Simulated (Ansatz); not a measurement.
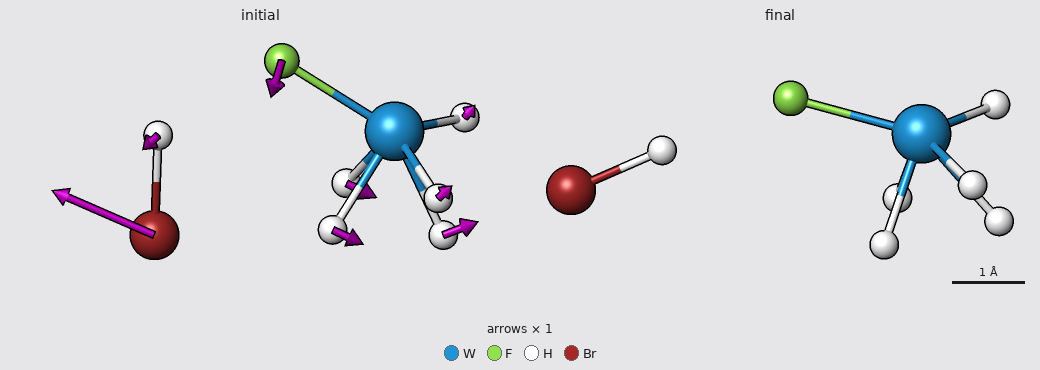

The structure of WH₆BrF before (left) and after (right) a relaxation, at one scale. The purple arrows give the displacements, at their true length.

Style: ball-and-stick. Shown at a tilt.

The run prepares an end point of a later path (reaction) calculation, from a guessed geometry.

Level of theory: RKS PBE0/def2-mTZVP in Ansatz. Set-up: no spin polarisation; force threshold 0.03 eV/Å; at most 50 steps.

Q: Summarise the run.

A: The Br atom moves most after the best rigid fit: 1.58 Å. By element the largest moves are Br 1.58 Å, F 0.59 Å, H 0.55 Å, W 0.10 Å. Near-neighbour distances that change, for instance: Br–H 1.502 → 1.441 Å, F–W 1.874 → 1.902 Å, H–W 1.694 → 1.687 Å, H–W 1.648 → 1.653 Å. Bond angles that change, for instance: F–W–H 89.1° → 86.6°. The energy falls by 24.6 kJ/mol in 19 accepted moves (23 points after the start). The largest force component goes from 1.2 to 0.025 eV/Å. The line search rejected the trial steps at points 7, 12, 15, 17 of the run.
